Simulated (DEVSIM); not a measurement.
System: abrupt Si n-p junction, at 300 K.

```
layer (left to right)  material  thickness (μm)  Nd (cm⁻³)  Na (cm⁻³)  τn (s)  τp (s)
---------------------  --------  --------------  ---------  ---------  ------  ------
1                            Si            1.20     1.9e15          -  2.8e-6  2.8e-6
2                            Si            45.0          -     2.8e16  2.8e-6  2.8e-6
```

Left contact: ohmic. Right contact: ohmic. Voltage is applied to the left contact. Recombination: SRH at mid-gap. Mobility is μmin + (μ − μmin)/(1 + (N/Nref)^α).

This is a model device: material constants are rounded textbook-type values typed into the input, and sizes, dopings and lifetimes were drawn at random. Values at 300 K.

| parameter | Si |
|---|---|
| gap (eV) | 1.124 |
| affinity (eV) | 4.05 |
| permittivity | 11.7 |
| Nc (cm⁻³) | 2.86e19 |
| Nv (cm⁻³) | 3.1e19 |
| μn (cm²/Vs) | 1417 |
| μp (cm²/Vs) | 470 |
| μn,min | 52 |
| μp,min | 45 |
| Nref,n | 9.7e16 |
| Nref,p | 2.2e17 |
| αn | 0.68 |
| αp | 0.72 |

Simulated with DEVSIM: 1D drift-diffusion, Boltzmann statistics, complete ionisation; no tunnelling, impact ionisation, image-force lowering or self-heating.

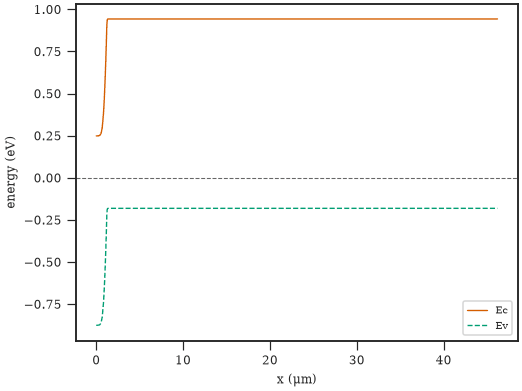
Fig. 1. Band edges at zero bias

Energies count from the Fermi level of the right contact; mesh points crowd at the junctions.

```json
[
 {"x (μm)": "0.000", "Ec (eV)": "0.249", "Ev (eV)": "-0.875", "n (cm⁻³)": "1.9e15", "p (cm⁻³)": "61000", "field (V/cm)": "≈ 0"},
 {"x (μm)": "0.03422", "Ec (eV)": "0.249", "Ev (eV)": "-0.875", "n (cm⁻³)": "1.9e15", "p (cm⁻³)": "61000", "field (V/cm)": "≈ 0"},
 {"x (μm)": "0.1152", "Ec (eV)": "0.249", "Ev (eV)": "-0.875", "n (cm⁻³)": "1.9e15", "p (cm⁻³)": "62000", "field (V/cm)": "17"},
 {"x (μm)": "0.2941", "Ec (eV)": "0.250", "Ev (eV)": "-0.874", "n (cm⁻³)": "1.8e15", "p (cm⁻³)": "64000", "field (V/cm)": "110"},
 {"x (μm)": "0.8343", "Ec (eV)": "0.385", "Ev (eV)": "-0.739", "n (cm⁻³)": "9.8e12", "p (cm⁻³)": "1.2e7", "field (V/cm)": "8100"},
 {"x (μm)": "1.053", "Ec (eV)": "0.632", "Ev (eV)": "-0.492", "n (cm⁻³)": "7.0e8", "p (cm⁻³)": "1.7e11", "field (V/cm)": "14000"},
 {"x (μm)": "1.153", "Ec (eV)": "0.790", "Ev (eV)": "-0.334", "n (cm⁻³)": "1600000", "p (cm⁻³)": "7.5e13", "field (V/cm)": "17000"},
 {"x (μm)": "1.201", "Ec (eV)": "0.878", "Ev (eV)": "-0.246", "n (cm⁻³)": "51000", "p (cm⁻³)": "2.3e15", "field (V/cm)": "19000"},
 {"x (μm)": "1.237", "Ec (eV)": "0.923", "Ev (eV)": "-0.201", "n (cm⁻³)": "8800", "p (cm⁻³)": "1.3e16", "field (V/cm)": "7100"},
 {"x (μm)": "1.327", "Ec (eV)": "0.942", "Ev (eV)": "-0.182", "n (cm⁻³)": "4200", "p (cm⁻³)": "2.7e16", "field (V/cm)": "240"},
 {"x (μm)": "1.545", "Ec (eV)": "0.943", "Ev (eV)": "-0.181", "n (cm⁻³)": "4200", "p (cm⁻³)": "2.8e16", "field (V/cm)": "≈ 0"},
 {"x (μm)": "2.381", "Ec (eV)": "0.943", "Ev (eV)": "-0.181", "n (cm⁻³)": "4200", "p (cm⁻³)": "2.8e16", "field (V/cm)": "≈ 0"},
 {"x (μm)": "4.130", "Ec (eV)": "0.943", "Ev (eV)": "-0.181", "n (cm⁻³)": "4200", "p (cm⁻³)": "2.8e16", "field (V/cm)": "≈ 0"},
 {"x (μm)": "8.421", "Ec (eV)": "0.943", "Ev (eV)": "-0.181", "n (cm⁻³)": "4200", "p (cm⁻³)": "2.8e16", "field (V/cm)": "≈ 0"},
 {"x (μm)": "24.60", "Ec (eV)": "0.943", "Ev (eV)": "-0.181", "n (cm⁻³)": "4200", "p (cm⁻³)": "2.8e16", "field (V/cm)": "≈ 0"},
 {"x (μm)": "37.04", "Ec (eV)": "0.943", "Ev (eV)": "-0.181", "n (cm⁻³)": "4200", "p (cm⁻³)": "2.8e16", "field (V/cm)": "≈ 0"},
 {"x (μm)": "42.48", "Ec (eV)": "0.943", "Ev (eV)": "-0.181", "n (cm⁻³)": "4200", "p (cm⁻³)": "2.8e16", "field (V/cm)": "≈ 0"},
 {"x (μm)": "44.70", "Ec (eV)": "0.943", "Ev (eV)": "-0.181", "n (cm⁻³)": "4200", "p (cm⁻³)": "2.8e16", "field (V/cm)": "≈ 0"},
 {"x (μm)": "45.76", "Ec (eV)": "0.943", "Ev (eV)": "-0.181", "n (cm⁻³)": "4200", "p (cm⁻³)": "2.8e16", "field (V/cm)": "≈ 0"},
 {"x (μm)": "46.03", "Ec (eV)": "0.943", "Ev (eV)": "-0.181", "n (cm⁻³)": "4200", "p (cm⁻³)": "2.8e16", "field (V/cm)": "≈ 0"},
 {"x (μm)": "46.15", "Ec (eV)": "0.943", "Ev (eV)": "-0.181", "n (cm⁻³)": "4200", "p (cm⁻³)": "2.8e16", "field (V/cm)": "≈ 0"},
 {"x (μm)": "46.20", "Ec (eV)": "0.943", "Ev (eV)": "-0.181", "n (cm⁻³)": "4200", "p (cm⁻³)": "2.8e16", "field (V/cm)": "≈ 0"}
]
```
